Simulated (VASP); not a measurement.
Band structure of SrTe (rock salt). Computed with LDA (Ceperley-Alder, Perdew-Zunger), VASP's LDA PAW potentials (set 64) (plane waves; VASP 6.6.1).

Unless said otherwise, spin-orbit coupling is left out, though it shifts the bands of the heavy elements here.

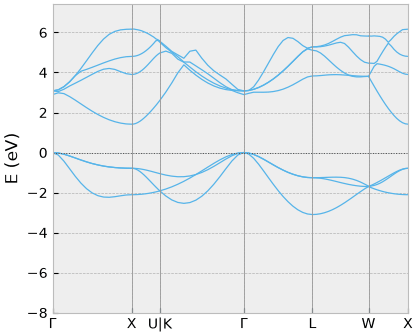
Figure. Bands along high-symmetry lines, zero at the valence-band maximum or, without a gap, the Fermi level

### Question
Read the plot: is there a gap, and where are the band edges?

### Answer
The gap is indirect, 1.42 eV, from the valence maximum at Γ to the conduction minimum at X. (Edges off the drawn lines would not show.)

The compound is SrTe in the rock salt structure. It was relaxed first, which changed the volume by -5 %.
